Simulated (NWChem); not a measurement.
**triplet BNH3F3 at 4 levels**

Wanted: a comparison of 4 runs (UHF/STO-3G, UHF/3-21G, UB3LYP/6-31G*) of triplet BNH3F3. 

The results are computed with NWChem 7.3.0.

28 further runs of the same task are left out: 1 that didn't finish, 27 set aside as unsound or not needed.

## (1) The system as given

BNH3F3: 8 atoms, total charge 0, spin state triplet. As SMILES of the parent species, `[NH3+][B-](F)(F)F`. Geometry: relaxed at PBE0-D4/def2-TZVP. That shape belongs to the parent species and isn't relaxed for this state.

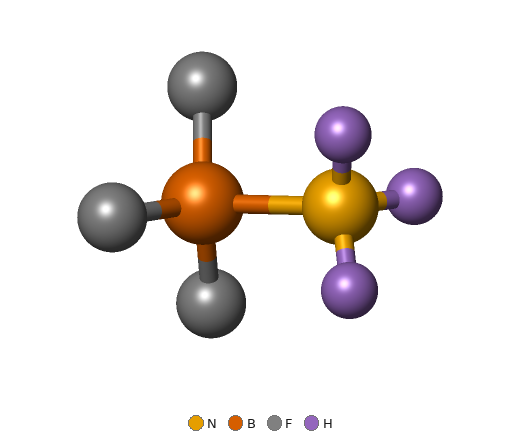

The structure, seen from a chosen angle (nitrogen amber, boron orange, fluorine grey, hydrogen purple).

## (2) The energy at UHF/STO-3G (run 1)

bf3h3n.nw reads:

```
start bf3h3n
memory stack 880 mb heap 220 mb global 1100 mb

geometry units angstroms noautosym nocenter noautoz
   N     -0.501800    -0.052400     0.645700
   B      0.531500     0.038700    -0.668100
   F      1.521100    -0.860400    -0.378100
   F     -0.251400    -0.312100    -1.733900
   F      0.943600     1.343300    -0.679400
   H     -1.280300     0.587300     0.522000
   H     -0.006300     0.194600     1.496700
   H     -0.864300    -0.996100     0.739300
end

basis spherical bse
   * library STO-3G
end

scf
   triplet
   uhf
   thresh 1e-08
   maxiter 80
   print low
end

task scf
```

Launch:

```console
$ nwchem bf3h3n.nw > bf3h3n.out
```

What it wrote:

```text
[...]
  functions       =    28
[...]
  wavefunction    = UHF
[...]
         Total SCF energy =   -373.585152521769
      One electron energy =   -904.322210534530
      Two electron energy =    339.297921061683
 Nuclear repulsion energy =    191.439136951077
                       Sz =      1.0000
                 Sz(Sz+1) =      2.0000
                      S^2 =      2.0269
[...]
```

It took 6.9 s on 1 thread of INTEL XEON PLATINUM 8581C at 2.30GHz (Emerald Rapids), shared host; peak memory 0.096 GiB.

## (3) A single-point energy at UHF/3-21G (run 2)

struct.xyz reads:

```xyz
8

N     -0.501800    -0.052400     0.645700
B      0.531500     0.038700    -0.668100
F      1.521100    -0.860400    -0.378100
F     -0.251400    -0.312100    -1.733900
F      0.943600     1.343300    -0.679400
H     -1.280300     0.587300     0.522000
H     -0.006300     0.194600     1.496700
H     -0.864300    -0.996100     0.739300
```

run.py reads:

```python
from ase.io import read
from ase.calculators.nwchem import NWChem

atoms = read('struct.xyz')

calc = NWChem(
    label='struct',
    theory='scf',
    memory='2200 mb',
    basis='3-21G',
    basispar='spherical bse',
    scf={'nopen': '2', 'uhf': None, 'thresh': '1e-08', 'maxiter': '80', 'print': 'low'},
    task='energy',
)
atoms.calc = calc

e = atoms.get_potential_energy()
print(f"E = {e:.6f} eV")
```

Launch:

```console
$ export ASE_NWCHEM_COMMAND="nwchem PREFIX.nwi > PREFIX.nwo"
$ python run.py
```

What it wrote:

```text
E = -10258.589010 eV
```

The calculator wrote struct.nwi:

```
title "struct"

permanent_dir struct

scratch_dir struct

start struct

geometry units angstrom nocenter noautosym noautoz
  N  -5.0180000000000002e-01 -5.2400000000000002e-02 6.4570000000000005e-01
  B  5.3149999999999997e-01 3.8699999999999998e-02 -6.6810000000000003e-01
  F  1.5210999999999999e+00 -8.6040000000000005e-01 -3.7809999999999999e-01
  F  -2.5140000000000001e-01 -3.1209999999999999e-01 -1.7339000000000000e+00
  F  9.4359999999999999e-01 1.3432999999999999e+00 -6.7940000000000000e-01
  H  -1.2803000000000000e+00 5.8730000000000004e-01 5.2200000000000002e-01
  H  -6.3000000000000000e-03 1.9460000000000000e-01 1.4966999999999999e+00
  H  -8.6429999999999996e-01 -9.9609999999999999e-01 7.3929999999999996e-01
end

memory 2200 mb

basis spherical bse noprint
   * library 3-21G
end

scf
  nopen 2
  uhf
  thresh 1e-08
  maxiter 80
  print low
end

task scf energy
```

struct.nwo:

```text
Northwest Computational Chemistry Package (NWChem) 7.3.0
             --------------------------------------------------------

           Job information
           ---------------

    nwchem branch   = 7.3.0
    use scalapack   = T
    input           = struct.nwi
    prefix          = struct.
    data base       = struct/struct.db
    status          = startup
    nproc           =        1

           Memory information
           ------------------

    heap     =     72089594 doubles =      550.0 Mbytes
    stack    =     72089599 doubles =      550.0 Mbytes
    global   =    144179200 doubles =     1100.0 Mbytes (distinct from heap & stack)
    total    =    288358393 doubles =     2200.0 Mbytes
    verify   = yes
    hardfail = no

           Directory information
           ---------------------

  0 permanent = struct
  0 scratch   = struct

                                NWChem Input Module
                                -------------------

                                      struct
                                      ------

[... 26 lines left out ...]
            Nuclear Dipole moment (a.u.)
[... 49 lines left out ...]
                            number of included internuclear angles:         12
 ==============================================================================

                                 NWChem SCF Module
                                 -----------------

                                      struct

  ao basis        = "ao basis"
  functions       =    51
  atoms           =     8
  alpha electrons =    22
  beta  electrons =    20
  charge          =   0.00
  wavefunction    = UHF
  input vectors   = atomic
  output vectors  = struct/struct.movecs
  use symmetry    = F
  symmetry adapt  = F

 Forming initial guess at       0.0s

 Starting SCF solution at       0.1s

       Final UHF  results
       ------------------

         Total SCF energy =   -376.996195652194
      One electron energy =   -903.786877121371
      Two electron energy =    335.351544518101
 Nuclear repulsion energy =    191.439136951077

                       Sz =      1.0000
                 Sz(Sz+1) =      2.0000
                      S^2 =      2.0102

        Time for solution =      1.7s

 Task  times  cpu:        1.7s     wall:        1.7s
 Total times  cpu:        1.7s     wall:        1.7s
```

Run time: 2.6 s. Hardware: 1 thread of INTEL XEON PLATINUM 8581C at 2.30GHz (Emerald Rapids), shared host; peak memory 0.098 GiB.

## (4) A single-point energy at UB3LYP/6-31G(d) (spherical functions) (run 3)

bf3h3n.nw reads:

```
start bf3h3n
memory stack 880 mb heap 220 mb global 1100 mb

geometry units angstrom noautosym nocenter noautoz
  N       -0.501800      -0.052400       0.645700
  B        0.531500       0.038700      -0.668100
  F        1.521100      -0.860400      -0.378100
  F       -0.251400      -0.312100      -1.733900
  F        0.943600       1.343300      -0.679400
  H       -1.280300       0.587300       0.522000
  H       -0.006300       0.194600       1.496700
  H       -0.864300      -0.996100       0.739300
end

basis spherical bse
  * library 6-31G*
end

dft
  xc b3lyp
  mult 3
  grid xfine
  convergence energy 1e-08
  iterations 100
  mulliken
end

task dft energy
```

Launch:

```console
$ nwchem bf3h3n.nw > bf3h3n.out
```

What it wrote:

```text
[...]
          Wavefunction type:  spin polarized.
          No. of atoms     :     8
          No. of electrons :    42
[...]
          Charge           :     0
          Spin multiplicity:     3
[...]
          AO basis - number of functions:    76
[...]
              XC Information
              --------------
                         B3LYP Method XC Potential
                     Hartree-Fock (Exact) Exchange  0.200
                        Slater Exchange Functional  0.800 local
                    Becke 1988 Exchange Functional  0.720 non-local
              Lee-Yang-Parr Correlation Functional  0.810
                  VWN I RPA Correlation Functional  0.190 local
[...]
 d= 0,ls=0.0,diis     1   -380.6405938738 -5.72D+02  1.69D-02  3.12D-01     3.1
[...]
 d= 0,ls=0.0,diis    13   -380.7919693577 -5.18D-10  3.54D-07  7.74D-11    40.2
[...]
         Total DFT energy =     -380.791969357663
      One electron energy =     -906.798463176864
           Coulomb energy =      378.103855759344
    Exchange-Corr. energy =      -43.536498891219
 Nuclear repulsion energy =      191.439136951077
[...]
      Total Density - Mulliken Population Analysis
     ---------------------------------------------
    Atom       Charge   Shell Charges
 -----------   ------   -------------------------------------------------------
    1 N    7     7.31   2.00  0.87  2.45  0.59  1.38  0.02
    2 B    5     4.23   1.99  0.49  1.34 -0.03  0.23  0.20
    3 F    9     9.22   2.00  0.94  3.31  1.00  1.97  0.01
    4 F    9     9.22   2.00  0.94  3.31  1.00  1.97  0.01
    5 F    9     9.22   2.00  0.94  3.31  1.00  1.97  0.01
    6 H    1     0.93   0.47  0.46
    7 H    1     0.93   0.47  0.46
    8 H    1     0.93   0.47  0.46
[...]
      <S2> =      2.0046 (Exact =     2.0000)
[...]
```

Wall time 41 s (1 thread of INTEL XEON PLATINUM 8581C at 2.30GHz (Emerald Rapids), shared host); peak memory 0.13 GiB.

## (5) The energy at UB3LYP/6-31G(d) (Cartesian functions) (run 4)

bf3h3n.nw reads:

```
start bf3h3n
title "BF3H3N"
memory total 2200 mb

geometry units angstroms noautosym nocenter noautoz
N     -0.501800    -0.052400     0.645700
B      0.531500     0.038700    -0.668100
F      1.521100    -0.860400    -0.378100
F     -0.251400    -0.312100    -1.733900
F      0.943600     1.343300    -0.679400
H     -1.280300     0.587300     0.522000
H     -0.006300     0.194600     1.496700
H     -0.864300    -0.996100     0.739300
end

basis cartesian
* library 6-31G*
end

dft
xc b3lyp
mult 3
grid xfine
convergence energy 1e-08
maxiter 100
mulliken
end

task dft energy
```

Launch:

```console
$ nwchem bf3h3n.nw > bf3h3n.out
```

What it wrote:

```text
[...]
          Wavefunction type:  spin polarized.
          No. of atoms     :     8
          No. of electrons :    42
[...]
          Charge           :     0
          Spin multiplicity:     3
[...]
          AO basis - number of functions:    81
[...]
              XC Information
              --------------
                         B3LYP Method XC Potential
                     Hartree-Fock (Exact) Exchange  0.200
                        Slater Exchange Functional  0.800 local
                    Becke 1988 Exchange Functional  0.720 non-local
              Lee-Yang-Parr Correlation Functional  0.810
                  VWN I RPA Correlation Functional  0.190 local
[...]
 d= 0,ls=0.0,diis     1   -380.6442296939 -5.72D+02  1.82D-02  3.31D-01     3.4
[...]
 d= 0,ls=0.0,diis    13   -380.7975568437 -6.51D-10  3.78D-07  7.76D-11    43.8
[...]
         Total DFT energy =     -380.797556843653
      One electron energy =     -906.732116803446
           Coulomb energy =      377.996556284760
    Exchange-Corr. energy =      -43.501133276043
 Nuclear repulsion energy =      191.439136951077
[...]
      Total Density - Mulliken Population Analysis
     ---------------------------------------------
    Atom       Charge   Shell Charges
 -----------   ------   -------------------------------------------------------
    1 N    7     7.27   1.99  0.87  2.45  0.54  1.38  0.04
    2 B    5     4.35   1.99  0.51  1.35  0.02  0.29  0.17
    3 F    9     9.19   1.99  0.96  3.31  0.90  1.96  0.07
    4 F    9     9.19   1.99  0.96  3.31  0.90  1.96  0.07
    5 F    9     9.19   1.99  0.96  3.31  0.90  1.96  0.07
    6 H    1     0.94   0.47  0.47
    7 H    1     0.94   0.47  0.47
    8 H    1     0.94   0.47  0.47
[...]
      <S2> =      2.0046 (Exact =     2.0000)
[...]
```

Run time: 44 s. Hardware: 1 thread of INTEL XEON PLATINUM 8581C at 2.30GHz (Emerald Rapids), shared host; peak memory 0.14 GiB.

## (6) Overview of the runs

| run | level | iteration cap | module | energy (Eh) | ⟨S²⟩ | wall time |
| --- | --- | --- | --- | --- | --- | --- |
| 1 | UHF/STO-3G | 80 | scf | -373.585153 | 2.027 | 6.9 s |
| 2 | UHF/3-21G | 80 | scf | -376.996196 | 2.010 | 2.6 s |
| 3 | UB3LYP/6-31G* (spherical functions) | 100 | dft | -380.791969 | 2.005 | 41 s |
| 4 | UB3LYP/6-31G* (Cartesian functions) | 100 | dft | -380.797557 | 2.005 | 44 s |

## (7) Results

| quantity | value |
| --- | --- |
| run 4: total energy | -380.79756 Eh |
| run 4: dipole moment | 0.51 D |
| run 4: HOMO energy (highest over α and β) | -1.04 eV |
| run 4: ⟨S²⟩ | 2.005 |

What this shows: In run 1 the basis is minimal, so the values are rough. All runs together took 95 s, the longest 44 s.
